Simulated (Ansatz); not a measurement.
# PH2+ (singlet): correlated methods under varied settings at distance P1–H3 = 1.281 Å

What do other methods and options give for PH2+ (singlet) at this geometry, and how long do they take?

Program: Ansatz 0.2.0, Gaussian basis. Level of theory: the settings change from run to run. These are calculated values, not measurements.

9 further runs of the same task are left out: 9 that didn't finish. Runs told in other sessions of the task aren't counted.

### Step 1. The system

The geometry derives from a PBE0/def2-TZVP stationary point (not a proven minimum). One bond is set to the value named and the two fragments are kept rigid.

3 atoms, charge 1, spin multiplicity 1.

Atoms are counted from 1 here; the program's logs count them from 0.

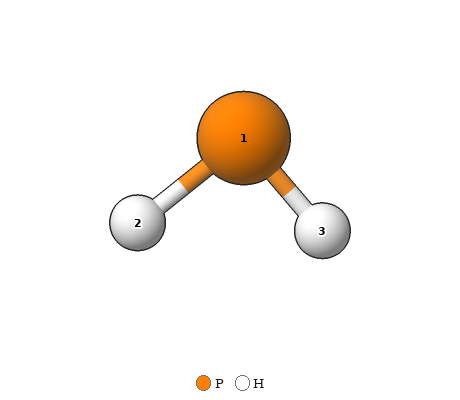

The structure; phosphorus orange, hydrogen white; atoms are numbered from 1 in the order of the file.

### Step 2. MRCISD+Q(relaxed)(6,4)/def2-SVPD

File in.yaml:

```yaml
crystal:
  periodic: [false, false, false]
  atoms:
    - {symbol: P, position_ang: [0.000000, -0.057672, 0.003249]}
    - {symbol: H, position_ang: [0.000000, 0.937723, -1.022307]}
    - {symbol: H, position_ang: [0.000000, 0.834513, 0.922470]}
basis:
  gaussian: {orbitals: def2-SVPD}
total_charge: 1
correlation: {method: fic_mrcisd_q_relaxed, electrons: valence, active_space: {window: {electrons: 6, orbitals: 4}}}
scf: {lower_state_search: off}
```

Launch:

```
$ ansatz run in.yaml --threads 1 --pin off --events-out ev --progress --plain --max-ram 2393MiB
```

The log of the run, cut to the lines that bear on the results:

```text
Functional definition: HF
  name "HF"
  cite "Fock, Z. Phys. 61, 126 (1930) doi:10.1007/BF01340294"
  parent pbe
[...]
376 factors; integrals over basis functions are off by at most 1.2e-3 eV
[...]
mean field -9290.35662624 eV, -341.4143087844 hartree, gradient 9.8e-7 eV, S^2 0.000000; 0 other end points of the search recorded, 0 dependent functions left out
reference -9290.35662624 eV, -341.4143087844 hartree; 8, 8 occupied and 32, 32 virtual orbitals, 376 factors
state -9290.97858595 eV, -341.4371653823 hartree
contracted CI cycle   1: correlation 0.00000000 eV, 0.0000000000 hartree, residual 1.31e1 eV
contracted CI cycle   2: correlation -2.70788134 eV, -0.0995128039 hartree, residual 2.49e0 eV
contracted CI cycle   3: correlation -2.81889941 eV, -0.1035926428 hartree, residual 9.45e-1 eV
contracted CI cycle   4: correlation -2.83499681 eV, -0.1041842111 hartree, residual 3.78e-1 eV
contracted CI cycle   5: correlation -2.83805134 eV, -0.1042964630 hartree, residual 1.38e-1 eV
contracted CI cycle   6: correlation -2.83839612 eV, -0.1043091334 hartree, residual 6.09e-2 eV
contracted CI cycle   7: correlation -2.83847379 eV, -0.1043119879 hartree, residual 2.44e-2 eV
contracted CI cycle   8: correlation -2.83848879 eV, -0.1043125392 hartree, residual 1.14e-2 eV
contracted CI cycle   9: correlation -2.83849199 eV, -0.1043126565 hartree, residual 5.56e-3 eV
contracted CI cycle  10: correlation -2.83849265 eV, -0.1043126807 hartree, residual 1.98e-3 eV
contracted CI cycle  11: correlation -2.83849273 eV, -0.1043126837 hartree, residual 6.60e-4 eV
state -9290.97858595 eV, -341.4371653823 hartree; corrected -9293.98365890 eV, -341.5475997762 hartree
Total energy: -9293.98365890 eV, -341.5475997762 hartree
Checks for a lower state left out: stability, starts, cluster_reference, orbital_swaps, neighbouring_geometries, increment
```

It took 0.39 s on 1 thread of Arm Neoverse V2, shared host.

From the report: 10 determinants; active occupations 2.00, 2.00, 1.92, 0.08.

### Step 3. BCCD(T) on UHF/cc-pVDZ

File in.yaml:

```yaml
crystal:
  periodic: [false, false, false]
  atoms:
    - {symbol: P, position_ang: [0.000000, -0.057672, 0.003249]}
    - {symbol: H, position_ang: [0.000000, 0.937723, -1.022307]}
    - {symbol: H, position_ang: [0.000000, 0.834513, 0.922470]}
basis:
  gaussian: {orbitals: cc-pVDZ}
total_charge: 1
magnetization: {spin_polarized: true, initial_magnetization: 0}
correlation: {method: bccd_t, electrons: outside_noble_gas}
scf: {lower_state_search: light}
```

The command is unchanged.

The log of the run, cut to the lines that bear on the results:

```text
Functional definition: HF
  name "HF"
  cite "Fock, Z. Phys. 61, 126 (1930) doi:10.1007/BF01340294"
  parent pbe
[...]
279 factors; integrals over basis functions are off by at most 1.3e-3 eV
[...]
mean field -9293.32443479 eV, -341.5233737369 hartree, gradient 8.6e-6 eV, S^2 0.405303; 4 other end points of the search recorded, 0 dependent functions left out
determinant -9293.32443479 eV, -341.5233737369 hartree, with singles and doubles -9296.57981495 eV, -341.6430067513 hartree
determinant -9291.75377881 eV, -341.4656531945 hartree, with singles and doubles -9294.92905879 eV, -341.5823425813 hartree
5 core orbitals not correlated: weight in the atoms' cores, before any rotation towards them, 1.000 or more for the frozen orbitals, at most 0.000 for the correlated occupied ones
reference -9293.32443479 eV, -341.5233737369 hartree; 3, 3 occupied and 20, 20 virtual orbitals, 279 factors
second order -2.35675516 eV of doubles, -0.00000000 eV of singles
cycle   1  -3.34823569 eV  change   -9.3e-2 eV  update   3.5e-2
[...]
cycle  13  -3.27727184 eV  change   -6.9e-6 eV  update   2.0e-6
perturbative correction -0.06507602 eV, -0.0023914995 hartree
Total energy: -9296.66678264 eV, -341.6462027551 hartree
```

It took 0.48 s on 1 thread of Arm Neoverse V2, shared host.

From the report: ⟨S²⟩ of the determinant 0.405 (pure singlet: 0.00); correlation -3.3423 eV; largest double amplitude 0.10.

### Step 4. HF/cc-pVTZ

File in.yaml:

```yaml
crystal:
  periodic: [false, false, false]
  atoms:
    - {symbol: P, position_ang: [0.000000, -0.057672, 0.003249]}
    - {symbol: H, position_ang: [0.000000, 0.937723, -1.022307]}
    - {symbol: H, position_ang: [0.000000, 0.834513, 0.922470]}
basis:
  gaussian: {orbitals: cc-pVTZ}
total_charge: 1
magnetization: {spin_polarized: false}
hamiltonian: {xc: hf, pseudopotentials: {relativity: scalar}}
output: {orbitals: {seedname: orbitals}}
```

The command is unchanged.

The log of the run:

```text
Functional definition: HF
  name "HF"
  cite "Fock, Z. Phys. 61, 126 (1930) doi:10.1007/BF01340294"
  parent pbe
  exchange = exact_x
  correlation = 0
478 factors; their error is unknown
mean field evaluation 1: about -9312.8307 eV, gradient 8.6e0 eV
mean field evaluation 2: about -9313.1008 eV, gradient 2.2e0 eV
mean field evaluation 4: about -9313.1314 eV, gradient 1.2e-1 eV
mean field evaluation 8: about -9313.4859 eV, gradient 5.7e-2 eV
mean field -9313.48590176 eV, -342.2642939822 hartree, gradient 1.2e-5 eV, S^2 0.000000; 0 other end points of the search recorded, 0 dependent functions left out
reference -9313.48590176 eV, -342.2642939822 hartree; 8, 8 occupied and 54, 54 virtual orbitals, 478 factors
Total energy: -9313.48590176 eV, -342.2642939822 hartree
Relativity: scalar
```

Run time: 0.15 s. Hardware: 1 thread of Arm Neoverse V2, shared host.

### Step 5. HF/6-31G

File in.yaml:

```yaml
crystal:
  periodic: [false, false, false]
  atoms:
    - {symbol: P, position_ang: [0.000000, -0.057672, 0.003249]}
    - {symbol: H, position_ang: [0.000000, 0.937723, -1.022307]}
    - {symbol: H, position_ang: [0.000000, 0.834513, 0.922470]}
basis:
  gaussian: {orbitals: 6-31G}
total_charge: 1
magnetization: {spin_polarized: false}
hamiltonian: {xc: hf}
accuracy: high
output: {forces: true, orbitals: {seedname: orbitals}}
```

The command is unchanged.

The log of the run, cut to the lines that bear on the results:

```text
Functional definition: HF
  name "HF"
  cite "Fock, Z. Phys. 61, 126 (1930) doi:10.1007/BF01340294"
  parent pbe
[...]
342 factors; integrals over basis functions are off by at most 3.5e-9 eV
[...]
mean field -9291.33496042 eV, -341.4502619026 hartree, gradient 7.3e-9 eV, S^2 0.000000; 0 other end points of the search recorded, 0 dependent functions left out
[...]
reference -9291.33496042 eV, -341.4502619026 hartree; 8, 8 occupied and 9, 9 virtual orbitals, 342 factors
Total energy: -9291.33496042 eV, -341.4502619026 hartree
Atom 0 at     0.000000    -0.057672     0.003249 Å, force     0.000000    -2.737533    -3.384282 eV/Å
Atom 1 at     0.000000     0.937723    -1.022307 Å, force    -0.000000    -0.243251    -0.290074 eV/Å
Atom 2 at     0.000000     0.834513     0.922470 Å, force     0.000000     2.980784     3.674356 eV/Å
Dipole moment:     0.000000     0.321811     0.014693 e Å
```

Run time: 0.18 s. Hardware: 1 thread of Arm Neoverse V2, shared host.

### Step 6. MRCISD+Q(relaxed)(2,2)/6-31G*

File in.yaml:

```yaml
crystal:
  periodic: [false, false, false]
  atoms:
    - {symbol: P, position_ang: [0.000000, -0.057672, 0.003249]}
    - {symbol: H, position_ang: [0.000000, 0.937723, -1.022307]}
    - {symbol: H, position_ang: [0.000000, 0.834513, 0.922470]}
basis:
  gaussian: {orbitals: "6-31G*"}
total_charge: 1
correlation: {method: fic_mrcisd_q_relaxed, electrons: all, active_space: {window: {electrons: 2, orbitals: 2}}}
scf: {lower_state_search: full}
```

Launched as before.

The log of the run, cut to the lines that bear on the results:

```text
Functional definition: HF
  name "HF"
  cite "Fock, Z. Phys. 61, 126 (1930) doi:10.1007/BF01340294"
  parent pbe
[...]
229 factors; integrals over basis functions are off by at most 7.2e-4 eV
[...]
mean field -9292.62740147 eV, -341.4977582348 hartree, gradient 5.6e-7 eV, S^2 0.000000; 0 other end points of the search recorded, 0 dependent functions left out; unrestricted orbitals would lower it
reference -9292.62740147 eV, -341.4977582348 hartree; 8, 8 occupied and 15, 15 virtual orbitals, 229 factors
state -9293.20969204 eV, -341.5191570187 hartree
contracted CI cycle   1: correlation 0.00000000 eV, 0.0000000000 hartree, residual 1.50e1 eV
contracted CI cycle   2: correlation -2.37511173 eV, -0.0872837461 hartree, residual 3.16e0 eV
contracted CI cycle   3: correlation -2.49026312 eV, -0.0915154818 hartree, residual 9.54e-1 eV
contracted CI cycle   4: correlation -2.50538506 eV, -0.0920712028 hartree, residual 4.63e-1 eV
[...]
contracted CI cycle   5: correlation -2.63435274 eV, -0.0968106776 hartree, residual 2.30e-1 eV
contracted CI cycle   6: correlation -2.63536571 eV, -0.0968479037 hartree, residual 1.05e-1 eV
contracted CI cycle   7: correlation -2.63560022 eV, -0.0968565216 hartree, residual 5.23e-2 eV
contracted CI cycle   8: correlation -2.63565258 eV, -0.0968584458 hartree, residual 2.40e-2 eV
contracted CI cycle   9: correlation -2.63566058 eV, -0.0968587398 hartree, residual 8.43e-3 eV
contracted CI cycle  10: correlation -2.63566174 eV, -0.0968587825 hartree, residual 3.47e-3 eV
contracted CI cycle  11: correlation -2.63566194 eV, -0.0968587898 hartree, residual 1.39e-3 eV
state -9293.06479398 eV, -341.5138321133 hartree; corrected -9295.86201284 eV, -341.6166280101 hartree
state -9293.06479398 eV, -341.5138321133 hartree; corrected -9295.86201284 eV, -341.6166280101 hartree
WARN: the results are in doubt because another end's mean lies 0.145 eV lower, and its corrected mean 0.020 eV higher
Total energy: -9295.86201284 eV, -341.6166280101 hartree
In doubt: another end's mean lies 0.145 eV lower, and its corrected mean 0.020 eV higher
```

Wall time 0.57 s (1 thread of Arm Neoverse V2, shared host).

From the report: 4 determinants; active occupations 1.98, 0.02. The program marks this result as in doubt; its last lines say why.

### Step 7. MRCISD+Q(10,6)/def2-mTZVP

File in.yaml:

```yaml
crystal:
  periodic: [false, false, false]
  atoms:
    - {symbol: P, position_ang: [0.000000, -0.057672, 0.003249]}
    - {symbol: H, position_ang: [0.000000, 0.937723, -1.022307]}
    - {symbol: H, position_ang: [0.000000, 0.834513, 0.922470]}
basis:
  gaussian: {orbitals: def2-mTZVP}
total_charge: 1
correlation: {method: fic_mrcisd_q, electrons: all, active_space: {window: {electrons: 10, orbitals: 6}, states: [{multiplicity: 1, weights: [1, 1, 1]}]}}
```

Launched as before.

The log of the run, cut to the lines that bear on the results:

```text
Functional definition: HF
  name "HF"
  cite "Fock, Z. Phys. 61, 126 (1930) doi:10.1007/BF01340294"
  parent pbe
[...]
426 factors; integrals over basis functions are off by at most 2.2e-7 eV
[...]
mean field -9293.16545299 eV, -341.5175312636 hartree, gradient 6.0e-6 eV, S^2 0.000000; 0 other end points of the search recorded, 0 dependent functions left out; unrestricted orbitals would lower it
reference -9293.16545299 eV, -341.5175312636 hartree; 8, 8 occupied and 20, 20 virtual orbitals, 426 factors
state -9293.41054872 eV, -341.5265383655 hartree
state -9290.32220241 eV, -341.4130437321 hartree
state -9287.73514449 eV, -341.3179711071 hartree
contracted CI cycle   1: correlation 0.00000000 eV, 0.0000000000 hartree, residual 2.43e1 eV
contracted CI cycle   2: correlation -3.25409932 eV, -0.1195859443 hartree, residual 5.14e0 eV
contracted CI cycle   3: correlation -3.41499187 eV, -0.1254986363 hartree, residual 1.15e0 eV
[...]
contracted CI cycle   1: correlation 0.00000000 eV, 0.0000000000 hartree, residual 2.46e1 eV
contracted CI cycle   2: correlation -3.89361104 eV, -0.1430875665 hartree, residual 4.21e0 eV
contracted CI cycle   3: correlation -4.07666654 eV, -0.1498147322 hartree, residual 1.00e0 eV
contracted CI cycle   4: correlation -4.08876878 eV, -0.1502594811 hartree, residual 3.52e-1 eV
contracted CI cycle   5: correlation -4.08976092 eV, -0.1502959418 hartree, residual 1.17e-1 eV
contracted CI cycle   6: correlation -4.08986429 eV, -0.1502997404 hartree, residual 3.90e-2 eV
contracted CI cycle   7: correlation -4.08987374 eV, -0.1503000878 hartree, residual 1.14e-2 eV
contracted CI cycle   8: correlation -4.08987458 eV, -0.1503001184 hartree, residual 3.16e-3 eV
contracted CI cycle   9: correlation -4.08987464 eV, -0.1503001209 hartree, residual 8.45e-4 eV
state -9287.73514449 eV, -341.3179711071 hartree; corrected -9292.17635071 eV, -341.4811824252 hartree
WARN: 2 active orbitals are nearly empty or full. The corrections depend on them more than the energy does, and are more stable in an active space without them
Total energy: -9294.54010264 eV, -341.5680487063 hartree
```

Wall time 1.3 s (1 thread of Arm Neoverse V2, shared host).

From the report: 20 determinants; active occupations (of the averaged states) 2.00, 2.00, 2.00, 1.67, 1.66, 0.68. The report marks this result as in doubt.

### Step 8. The runs in one table

Where basis and cores are those of an earlier FCI/cc-pVDZ run (-9296.6865 eV), and the records show the same count of frozen orbitals and kind of state, the miss against it is given; a blank cell means that this couldn't be shown. † marks a result that the program doubts.

| level | correlated | functions | energy (eV) | from FCI (meV) | time |
| --- | --- | --- | --- | --- | --- |
| MRCISD+Q(relaxed)(6,4)/def2-SVPD | valence | 40 | -9293.9837 |  | 0.39 s |
| BCCD(T) on UHF/cc-pVDZ | outside noble gas | 28 | -9296.6668 | 19.7 | 0.48 s |
| HF/cc-pVTZ (relativity set) |  | 62 | -9313.4859 |  | 0.15 s |
| HF/6-31G |  | 17 | -9291.3350 |  | 0.18 s |
| MRCISD+Q(relaxed)(2,2)/6-31G* † | all | 23 | -9295.8620 |  | 0.57 s |
| MRCISD+Q(10,6)/def2-mTZVP (mean of several states) † | all | 28 | -9294.5401 |  | 1.3 s |

### Step 9. Results

| quantity | value |
| --- | --- |
| runs | 6 |
| quickest | HF/cc-pVTZ (relativity set), 0.15 s |
| slowest | MRCISD+Q(10,6)/def2-mTZVP (mean of several states) †, 1.3 s |

**Reading.** Total energies in different bases, with other cores or another treatment of relativity can't be set against each other. MRCISD+Q(10,6)/def2-mTZVP (mean of several states) † took 9 times as long as HF/cc-pVTZ (relativity set); the jobs differ in more than the method.
